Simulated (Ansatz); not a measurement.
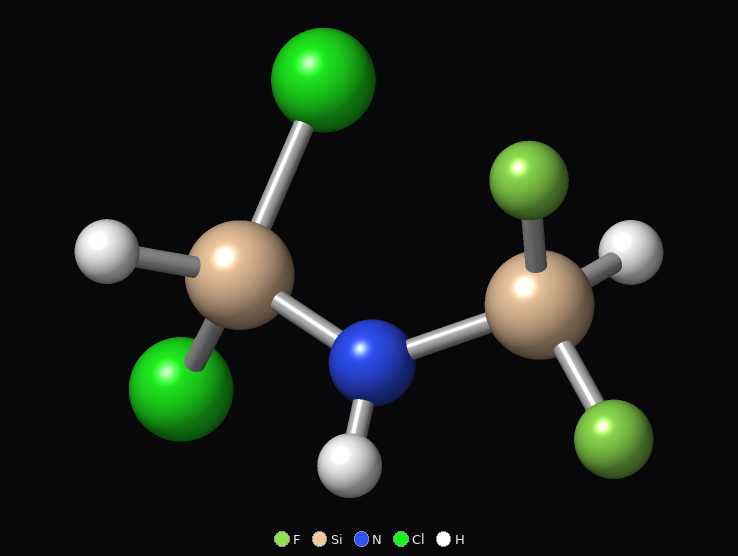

(Drawn from a calculation with Ansatz.)

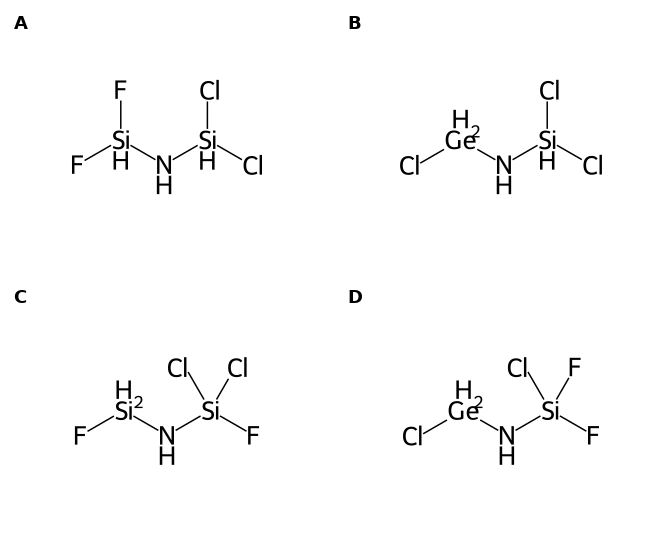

The first picture shows one of the molecules drawn in the second. Which?

A, `F[SiH](F)N[SiH](Cl)Cl`.
